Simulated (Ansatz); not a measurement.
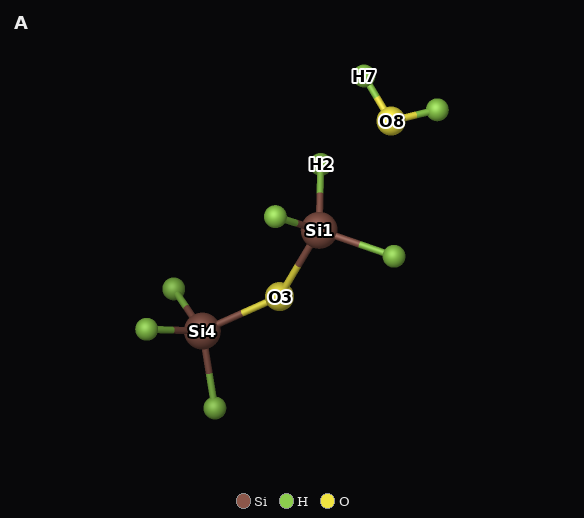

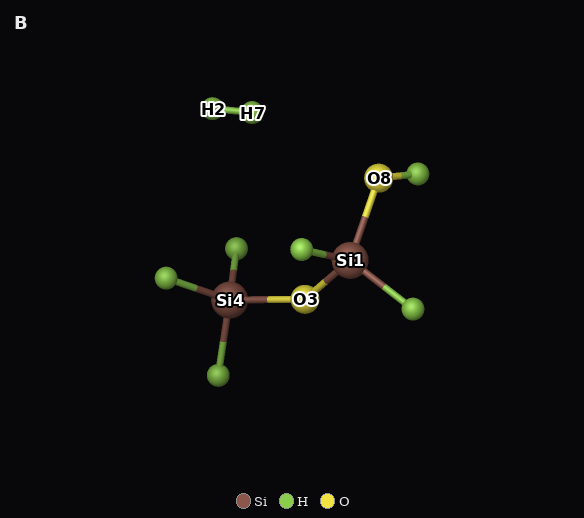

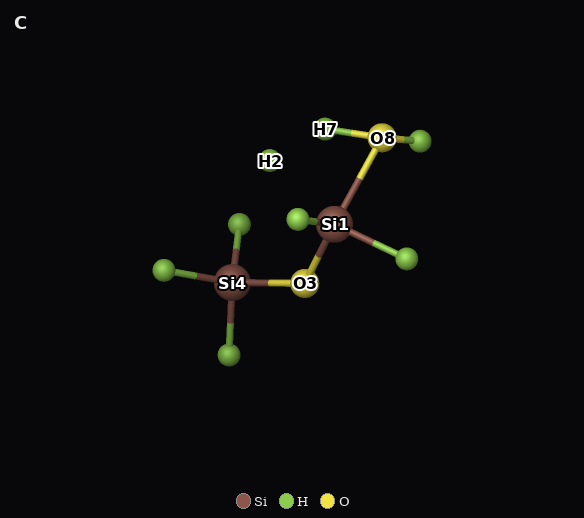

Three stationary points along one reaction path, in mixed order. Sticks follow a distance rule, so a partial bond may show as a full stick or not at all. Charge 0, singlet. Geometries: PBE0-D4/def2-TZVP; all other levels are single points on them, and energies count from the start as drawn. Program: Ansatz 0.2.0. In CBS estimates cores are frozen, and CCSD(T) − MP2 is taken in the smaller basis.

**Which panel shows the transition state?**

C.

**Which bonds form and which break from A to B?**

Formed: Si1–O8, H2–H7; broken: Si1–H2, H7–O8. At the saddle point Si1···O8 is 1.87 Å, H2···H7 is 1.18 Å, Si1···H2 is 1.77 Å, H7···O8 is 1.10 Å.

Give the electronic barrier and the reaction energy from A to B in eV (no zero-point energy) with CCSD(T)/CBS (MP2 limit from def2-TZVPP and def2-QZVPP plus CCSD(T) − MP2); PBE-D4/def2-TZVPP; ωB97X-V/def2-TZVPP; RHF-CCSD(T) (frozen core)/def2-TZVPP.

```json
{"level": "CCSD(T)/CBS (MP2 limit from def2-TZVPP and def2-QZVPP plus CCSD(T) − MP2)", "barrier": "1.688", "reaction energy": "−0.865"}
{"level": "PBE-D4/def2-TZVPP", "barrier": "1.336", "reaction energy": "−0.795"}
{"level": "ωB97X-V/def2-TZVPP", "barrier": "1.641", "reaction energy": "−0.839"}
{"level": "RHF-CCSD(T) (frozen core)/def2-TZVPP", "barrier": "1.701", "reaction energy": "−0.846"}
```
